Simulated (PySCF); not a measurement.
# C5H9ClO2S: the cost of one run

Computed with PySCF 2.14.0 and routines of our own; the level stands in each step. Atoms count from 0.

## 1. The system as given

18 atoms, charge 0, multiplicity 1; geometry from: GFN2-xTB.

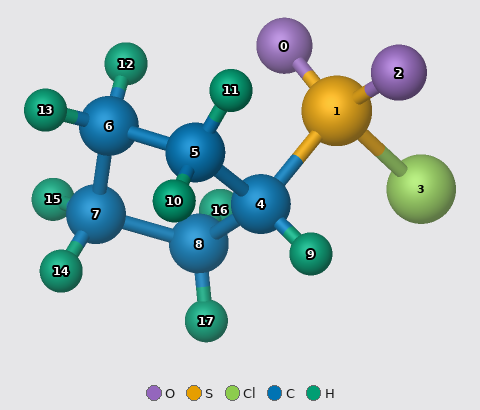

The starting geometry (oxygen purple, sulfur amber, chlorine green, carbon blue, hydrogen teal).

## 2. Magnetic properties: GIAO BHandHLYP/pcSseg-1

The job: settings as JSON, then the geometry in Å.

```
{"job": {"kind": "mag", "xc": "BHandHLYP", "basis": "pcSseg-1", "isotopologues": 0}, "charge": 0, "multiplicity": 1}
O      1.427080     1.685568    -0.868445
S      1.913182     0.671922     0.010426
O      2.628884     1.072107     1.178946
Cl     3.198110    -0.475019    -1.089302
C      0.631592    -0.546578     0.425801
C     -0.376401     0.216707     1.270351
C     -1.370256     0.743896     0.237117
C     -1.496309    -0.423437    -0.739861
C     -0.062564    -0.958426    -0.862944
H      1.171320    -1.328678     0.950178
H     -0.872249    -0.462142     1.967591
H      0.109154     1.007691     1.841191
H     -0.945805     1.609008    -0.271316
H     -2.324000     1.024887     0.679577
H     -2.146423    -1.190855    -0.317127
H     -1.903203    -0.119454    -1.701189
H      0.445221    -0.484870    -1.704309
H     -0.036091    -2.036012    -1.018342
```

Method: GIAO BHandHLYP/pcSseg-1 magnetisability, rotational g tensor and spin-rotation constants, non-relativistic, gas phase.

On the command line:

```
$ OMP_NUM_THREADS=1 python excited_run.py task.json out
```

The driver reads the jobs from task.json and runs them one after another.

Q: Estimate the wall time and peak memory of this first job on 1 thread of Arm Neoverse V2, shared host.

About 46 s, with a peak of 0.95 GiB.
